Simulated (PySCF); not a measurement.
# SiH2O2 (SMILES O[Si]O): levels of theory compared

We compute a comparison of 6 runs (HF/STO-3G, HF/3-21G, B3LYP/6-31G*, B2PLYP/aug-cc-pVDZ, wB97M-V/aug-cc-pVDZ, SCS-MP2/aug-cc-pVDZ) of SiH2O2. 

The calculation is run with PySCF 2.14.0.

3 further runs of the same task are left out: 3 set aside as unsound or not needed. Runs told in other sessions of the task aren't counted.

## 1. The system as given

SiH2O2 has 5 atoms, charge 0, and is taken as a singlet. SMILES: `O[Si]O`. The O3–H5 distance was set to 1.440 Å, away from the relaxed value. At this shape a bond of the SMILES string is far longer than usual.

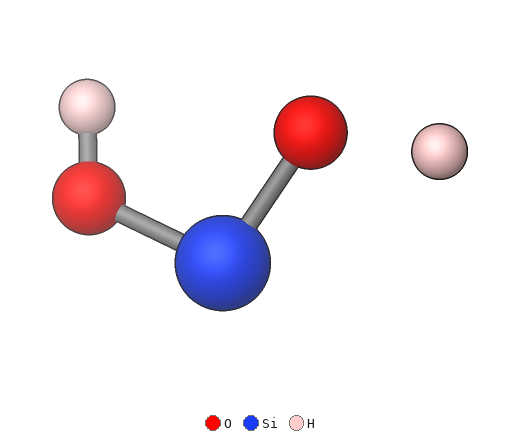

The structure, seen from a chosen angle (oxygen red, silicon blue, hydrogen pink).

## 2. A single-point energy at HF/STO-3G (run 1)

The input, input.py:

```python
from pyscf import gto, scf

mol = gto.Mole()
mol.atom = '''
O   -1.875757  -0.005298  -0.457403
Si  -0.644557  -0.690998   0.385297
O    0.603443   0.287802  -0.113803
H   -1.664457   0.749202  -1.018503
H    1.901100  -0.013100   0.433400
'''
mol.verbose = 4
mol.basis = 'sto-3g'
mol.max_memory = 1860
mol.build()

calc0 = scf.RHF(mol)
calc0.conv_tol = 1e-10
calc0.kernel()
if not calc0.converged:
    calc0 = calc0.newton().run(calc0.mo_coeff, calc0.mo_occ)

etot = calc0.e_tot
print(f'total energy: {etot:.8f} hartree')
```

Run with:

```console
$ OMP_NUM_THREADS=1 python input.py
```

Output:

```text
<dir> SyntaxWarning: invalid escape sequence '\W'
  S = {(paw_set(r)[0], bool(re.search(r"spin_orbit\W+true|paw_fr", str((r.get("files") or {}).get("input") or "")) or re.search("(?i)spin.orbit\W+(value\W+)?(true|yes)|value\W+spin-orbit", json.dumps(r.get("inputs"), default=str)))) for r in records}

PySCF version 2.14.0

[... 61 lines left out ...]
converged SCF energy = -434.330976988342
total energy: -434.33097699 hartree
```

Wall time 0.56 s (1 thread of Arm Neoverse V2, shared host); peak memory 0.1 GiB.

## 3. A single-point energy at HF/3-21G (run 2)

The input, job.py:

```python
from pyscf import gto, scf

molecule = gto.M(
    atom='''
O       -1.875757      -0.005298      -0.457403
Si      -0.644557      -0.690998       0.385297
O        0.603443       0.287802      -0.113803
H       -1.664457       0.749202      -1.018503
H        1.901100      -0.013100       0.433400
''',
    basis='3-21g',
    max_memory=1860,
    spin=0,
    verbose=4,
)

calc0 = scf.RHF(molecule)
calc0.conv_tol = 1e-10
calc0.kernel()
if not calc0.converged:
    calc0 = calc0.newton().run(calc0.mo_coeff, calc0.mo_occ)

e_tot = calc0.e_tot
print(f'total energy: {e_tot:.8f} hartree')
```

Run with:

```console
$ OMP_NUM_THREADS=1 python job.py
```

Output:

```text
<dir> SyntaxWarning: invalid escape sequence '\W'
  S = {(paw_set(r)[0], bool(re.search(r"spin_orbit\W+true|paw_fr", str((r.get("files") or {}).get("input") or "")) or re.search("(?i)spin.orbit\W+(value\W+)?(true|yes)|value\W+spin-orbit", json.dumps(r.get("inputs"), default=str)))) for r in records}

PySCF version 2.14.0

[... 63 lines left out ...]
converged SCF energy = -437.426496940281
total energy: -437.42649694 hartree
```

Run time: 0.58 s. Hardware: 1 thread of Arm Neoverse V2, shared host; peak memory 0.1 GiB.

Runs 3 to 4 aren't shown in full; the table further down has their settings and results.

## 4. The energy at wB97M-V/aug-cc-pVDZ (run 5)

The input, calc.py:

```python
from pyscf import gto, dft

molecule = gto.M(
    atom='''
O     -3.544667    -0.010012    -0.864366
Si    -1.218036    -1.305797     0.728106
O      1.140342     0.543867    -0.215057
H     -3.145368     1.415787    -1.924692
H      3.592558    -0.024755     0.819007
''',
    basis='aug-cc-pvdz',
    verbose=3,
    spin=0,
    unit='bohr',
    max_memory=1860,
)

ks = dft.RKS(molecule, xc='wb97m-v')
ks.grids.level = 5
ks.nlcgrids.level = 1
ks.conv_tol = 1e-10
ks.kernel()
if not ks.converged:
    ks = ks.newton().run(ks.mo_coeff, ks.mo_occ)

energy = ks.e_tot
print('E(%s) = %.9f' % ('WB97M-V', energy))
```

Run with:

```console
$ OMP_NUM_THREADS=1 python calc.py
```

Output:

```text
<dir> SyntaxWarning: invalid escape sequence '\W'
  S = {(paw_set(r)[0], bool(re.search(r"spin_orbit\W+true|paw_fr", str((r.get("files") or {}).get("input") or "")) or re.search("(?i)spin.orbit\W+(value\W+)?(true|yes)|value\W+spin-orbit", json.dumps(r.get("inputs"), default=str)))) for r in records}
converged SCF energy = -441.084449808112
E(WB97M-V) = -441.084449808
```

Run time: 57 s. Hardware: 1 thread of Arm Neoverse V2, shared host; peak memory 0.5 GiB.

## 5. A single-point energy at SCS-MP2/aug-cc-pVDZ (run 6)

The input, calc.py:

```python
from pyscf import gto, mp

mol = gto.M(
    atom='''
O     -3.544667    -0.010012    -0.864366
Si    -1.218036    -1.305797     0.728106
O      1.140342     0.543867    -0.215057
H     -3.145368     1.415787    -1.924692
H      3.592558    -0.024755     0.819007
''',
    basis='aug-cc-pvdz',
    charge=0,
    max_memory=1860,
    spin=0,
    unit='bohr',
    verbose=4,
)

mf = mol.RHF()
mf.conv_tol = 1e-10
mf.kernel()
if not mf.converged:
    mf = mf.newton().run(mf.mo_coeff, mf.mo_occ)

pt = mp.MP2(mf, frozen=7).run()
energy = mf.e_tot + 1.2 * pt.e_corr_os + pt.e_corr_ss / 3
print('E(%s) = %.9f' % ('SCS-MP2', energy))
```

Run with:

```console
$ OMP_NUM_THREADS=1 python calc.py
```

Output:

```text
<dir> SyntaxWarning: invalid escape sequence '\W'
  S = {(paw_set(r)[0], bool(re.search(r"spin_orbit\W+true|paw_fr", str((r.get("files") or {}).get("input") or "")) or re.search("(?i)spin.orbit\W+(value\W+)?(true|yes)|value\W+spin-orbit", json.dumps(r.get("inputs"), default=str)))) for r in records}

PySCF version 2.14.0

[... 63 lines left out ...]
converged SCF energy = -439.801388901696
[... 1 line left out ...]
******** <class 'pyscf.mp.mp2.RMP2'> ********
nocc = 9, nmo = 84
frozen orbitals 7
E(RMP2) = -440.316860789919  E_corr = -0.515471888223429
E(SCS-RMP2) = -440.303952653793  E_corr = -0.502563752096695
E_corr(same-spin) = -0.133849054351639
E_corr(oppo-spin) = -0.38162283387179
E(SCS-MP2) = -440.303952654
```

Wall time 1.9 s (1 thread of Arm Neoverse V2, shared host); peak memory 0.21 GiB.

## 6. The series

| run | level | integration grid | frozen core orbitals | energy (Eh) | dipole moment (D) of the reference | HOMO energy (eV) | LUMO energy (eV) | wall time |
| --- | --- | --- | --- | --- | --- | --- | --- | --- |
| 1 | HF/STO-3G | – | – | -434.330977 | 1.03 | -6.46 | 7.43 | 0.56 s |
| 2 | HF/3-21G | – | – | -437.426497 | 2.46 | -9.43 | 2.43 | 0.58 s |
| 3 | B3LYP/6-31G* (spherical functions) | 5 | – | -441.103811 | 2.24 | -6.57 | -2.36 | 6.6 s |
| 4 | B2PLYP/aug-cc-pVDZ | 5 | 7 | -440.902164 | 2.33 | -7.99 | -1.36 | 13 s |
| 5 | wB97M-V/aug-cc-pVDZ | 5 | – | -441.084450 | 2.30 | -9.18 | -0.76 | 57 s |
| 6 | SCS-MP2/aug-cc-pVDZ | – | 7 | -440.303953 | 2.48 | -9.56 | 0.35 | 1.9 s |

## 7. Summary of results

```
                                          quantity          value
                               run 6: total energy  -440.30395 Eh
       run 6: dipole moment (Hartree–Fock density)         2.48 D
        run 6: HOMO energy (Hartree–Fock orbitals)       -9.56 eV
        run 6: LUMO energy (Hartree–Fock orbitals)        0.35 eV
      run 6: HOMO–LUMO gap (Hartree–Fock orbitals)        9.91 eV
run 6: correlation energy (7 core orbitals frozen)     -502.6 mEh
```

**Reading.** Over runs 1, 2, 3, 4, 5 the dipole moment (its size) runs from 1.03 D (HF/STO-3G) to 2.46 D (HF/3-21G). Over runs 1, 2, 3, 4, 5 the HOMO–LUMO gap runs from 4.21 eV (B3LYP/6-31G*) to 13.90 eV (HF/STO-3G). The two ends differ in method and basis. Totals of different functionals can't be ranked against each other. In run 1 the basis is minimal, so the values are rough. In all runs a closed-shell determinant meets a far-stretched bond; if it breaks into open shells, such a determinant describes it badly, and no broken-symmetry solution was shown. All runs together took 80 s, the longest 57 s.
